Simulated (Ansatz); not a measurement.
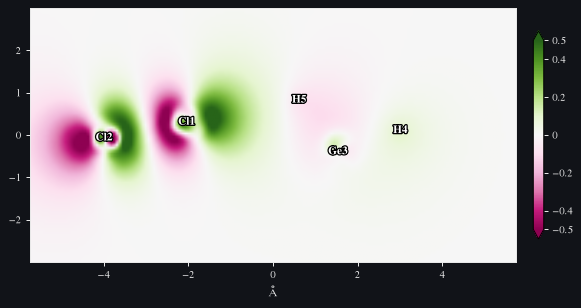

*Cl2···GeH4 (SMILES ClCl.[GeH4]). The LUMO on the plane of atoms H4, Ge3 and H5 (values in Å⁻³ᐟ²; the overall sign is arbitrary).*

Geometry: PBE0-D4/def2-TZVP.

Level of theory: Ansatz 0.2.0, RKS PBE0-D4/def2-TZVPPD.

```xyz
7

Cl   -0.0648   -0.2119   -2.3321
Cl    0.1896    0.3771   -4.2125
Ge   -0.0221   -0.0258    1.3134
H    -0.2788   -0.6755    2.6790
H    -0.4173   -1.0258    0.2112
H     1.4645    0.3197    1.1705
H    -0.8712    1.2424    1.1705
```

Question: What is the character of this orbital?

Answer: It lies mainly on Cl2 (about 50 %) and Cl1 (about 45 %). Its energy is −3.04 eV.
